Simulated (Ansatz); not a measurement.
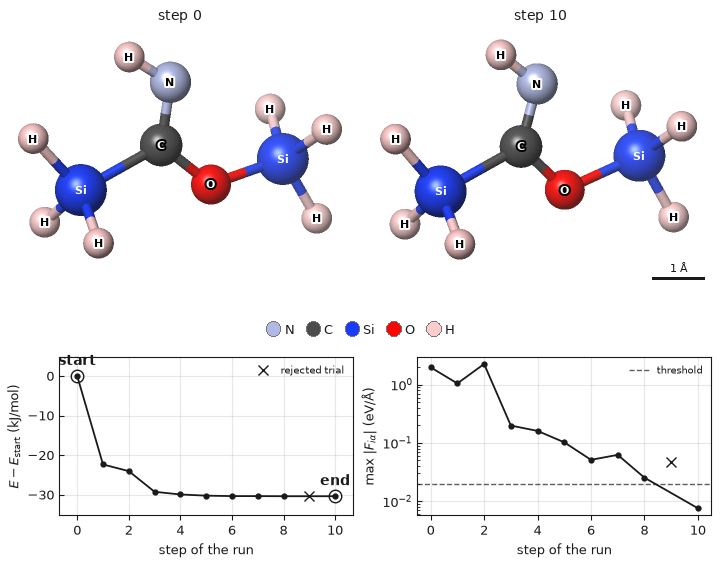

First and last geometry of a relaxation of CH₇NOSi₂, with the history of the run. Style: ball-and-stick. Shown at a tilt.

The run prepares an end point of a later path (hydrogen shift) calculation, from a guessed geometry.

The calculation used Ansatz, RKS PBE0/def2-SVP. (no spin polarisation; force threshold 0.02 eV/Å; at most 50 steps)

Q: What do the curves and the structures tell?

A: It converged. After 9 accepted moves (10 points after the start) the energy has fallen by 30.4 kJ/mol. The largest force component goes from 2 to 0.0076 eV/Å. The line search rejected the trial step at point 9 of the run. The atom that moves furthest after the best rigid fit is an H atom (0.25 Å). By element the largest moves are H 0.25 Å, N 0.18 Å, O 0.16 Å, Si 0.11 Å, C 0.03 Å. Some distances before and after: N–Si 3.038 → 2.762 Å, H–Si 1.419 → 1.491 Å, O–Si 1.649 → 1.720 Å, H–Si 1.545 → 1.493 Å. Bond angles that change, for instance: C–O–Si 127.7° → 117.1°, N–C–Si 121.5° → 129.2°, O–Si–H 108.2° → 101.8°. The run took 42 s on 2 threads of Arm Neoverse V1 (shared host), peak memory 0.26 GiB.
